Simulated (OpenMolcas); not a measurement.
# Exact exchange and the HOMO–LUMO gap of GeSiH6

GeSiH6: 8 atoms, total charge 0, spin state singlet. As SMILES, `[SiH3][GeH3]`. The coordinates come from a PBE0-D4/def2-TZVP relaxation.

The HOMO–LUMO gap y, in eV, basis cc-pVDZ; a is the functional's share of exact exchange. Programs: OpenMolcas 26.06.

| functional | program | a | y (eV) |
| --- | --- | --- | --- |
| TPSS | OpenMolcas | 0 | 7.37 |
| r2SCAN | OpenMolcas | 0 | 7.61 |
| B3LYP | OpenMolcas | 0.2 | ? |
| PBE0 | OpenMolcas | 0.25 | 8.95 |
| BHLYP | OpenMolcas | 0.5 | 10.84 |

Fit y = c + s·a to the known rows and predict B3LYP.


1. Means of the 4 rows: a = 0.1875, y = 8.692.
2. Σ(Δa)² = 0.17188, Σ(Δa·Δy) = 1.1381, so the slope is 1.1381/0.17188 = 6.6215.
3. Intercept: 8.692 − (6.6215) × 0.1875 = 7.450. The largest residual of the fit is 0.16.
4. B3LYP: 7.450 + (6.6215) × 0.2 = 8.77 eV.

The run gave 8.47 eV, so the prediction is off by +0.30 eV, more than the largest residual. Exact exchange lowers occupied levels and raises empty ones. The rows mix families of semi-local functionals, which the line can't see.

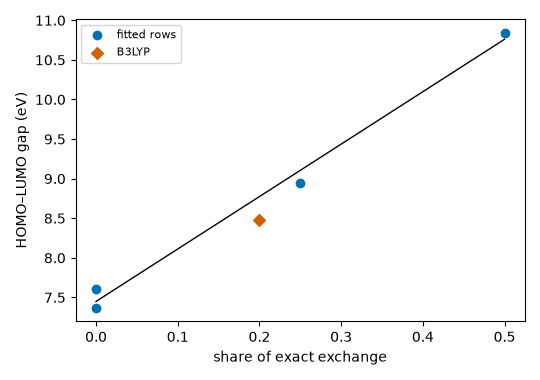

The fitted line, with the withheld row.
